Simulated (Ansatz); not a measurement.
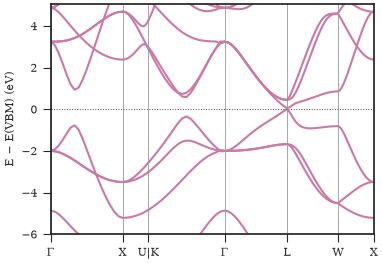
*Band structure from PBE in the plane-wave PAW code Ansatz*

Task: Read off the gap and where the band edges lie.

Result: About 0.1 eV (0.05 eV by a search for the band edges); maximum at L, minimum at L.

Task: Which compound is it?
A. SiC, zinc blende
B. TePb, rock salt
C. SnTe, rock salt

Result: C, SnTe, rock salt

Space group Fm-3m (rock salt). The PBE relaxation kept the symmetry of its start. Spin–orbit coupling is left out wherever it is not named.

Potentials: the later of the program's two PAW sets.
